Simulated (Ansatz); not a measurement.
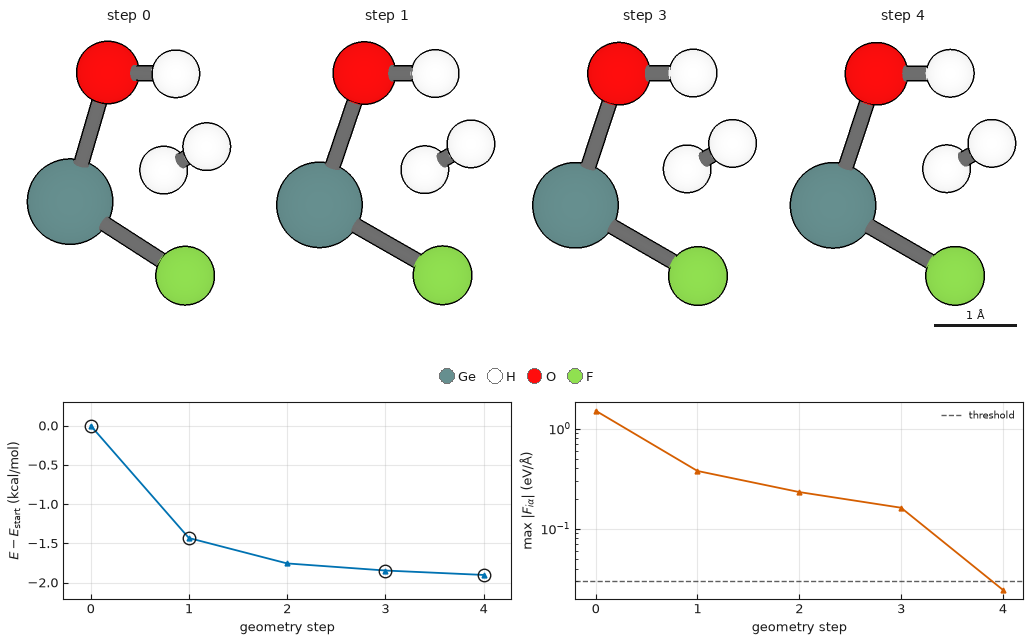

Frames of a relaxation of GeH3OF, marked on the history of the run. The picture is a ball-and-stick view, seen from a free direction.

The run prepares an end point of a later path (reaction) calculation, from a guessed geometry.

Theory: RKS B3LYP/def2-SVP in Ansatz. Settings: no spin polarisation; force threshold 0.03 eV/Å; at most 50 steps.

Describe the path.

The atom that moves furthest after the best rigid fit is an H atom (0.37 Å). Largest moves by element: H 0.37 Å, Ge 0.35 Å, O 0.19 Å, F 0.14 Å. Among the contacts that change: H–H 0.718 → 0.761 Å, F–Ge 1.780 → 1.775 Å. After 4 geometry steps the energy has fallen by 1.90 kcal/mol. The largest force component goes from 1.5 to 0.024 eV/Å. From step 0 to 1: the Ge atom moves most (0.20 Å), energy −1.43 kcal/mol. From step 1 to 3: an H atom moves most (0.19 Å), energy −0.41 kcal/mol. From step 3 to 4: an H atom moves most (0.09 Å), energy −0.06 kcal/mol.

```csv
step,"E − E(0), kcal/mol","largest force component, eV/Å"
0,0.00,1.5067
1,-1.43,0.3769
2,-1.76,0.2320
3,-1.85,0.1618
4,-1.90,0.0245
```

Limits of the set-up: the start holds two separate molecules, 2.8 Å apart at their closest, whose relative position is a soft coordinate and is computed without a dispersion correction.
